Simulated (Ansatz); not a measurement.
## Hypothetical rutile SnSe2, pressure series

Base system: SnSe₂ in the rutile structure (space group P4_2/mnm, No. 136; a = 6.415 Å, c = 3.995 Å; a hypothetical phase, not in the database extracts checked).

Cell and atoms are relaxed at each pressure.

Calculations: PBEsol (Ansatz, a quantum-chemistry and plane-wave program), no spin-orbit coupling.

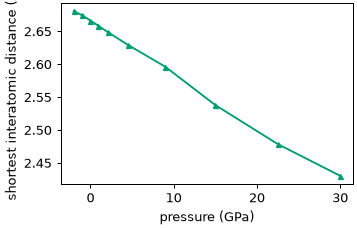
*Shortest interatomic distance against pressure*

Q: From the plot, what is the shortest interatomic distance for pressure 22.5 GPa?

A: About 2.48 Å.

Q: Is the trend monotonic over the range shown?

A: Yes, it falls throughout, spanning 2.431 Å to 2.681 Å.

Load acts through the strain it causes; cell and atoms are relaxed under it. No phonon test of stability was made. No other phases were tried under pressure. The final runs are not spin-polarised.
